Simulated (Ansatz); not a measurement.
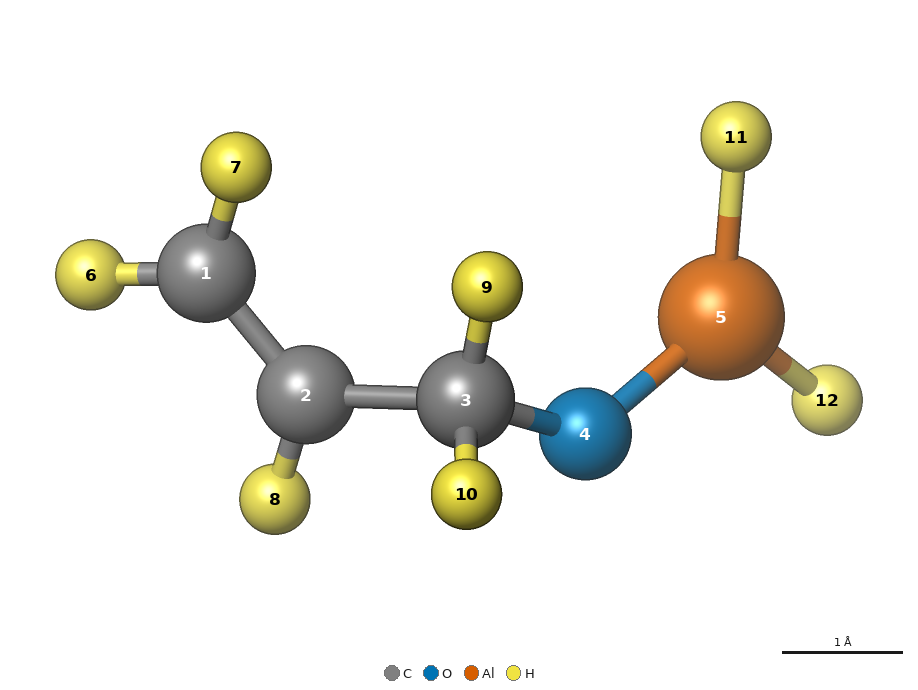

Orthographic view. Distant atoms are faded towards the background colour. The computed structure is the end point of a PBE0-D4/def2-TZVP optimisation. No frequency run is at hand to confirm it as a minimum.

Write a Z-matrix (Å, degrees) in the order of the atom numbers, with these reference atoms: 2 to 1; 3 to 2, 1; 4 to 3, 2, 1; 5 to 4, 3, 2; 6 to 1, 2, 3; 7 to 1, 6, 2; 8 to 2, 1, 6; 9 to 3, 4, 5; 10 to 3, 9, 4; 11 to 5, 4, 3; 12 to 5, 11, 4.

```
C  
C    1   1.325
C    2   1.493   1   124.2
O    3   1.404   2   110.8   1  -126.2
Al   4   1.690   3   132.0   2   102.6
H    1   1.084   2   121.8   3  -179.3
H    1   1.086   6   116.9   2  -179.6
H    2   1.088   1   120.4   6     1.1
H    3   1.099   4   111.8   5   -19.8
H    3   1.098   9   107.2   4   118.2
H    5   1.585   4   118.7   3     6.5
H    5   1.577  11   125.1   4  -178.5
```
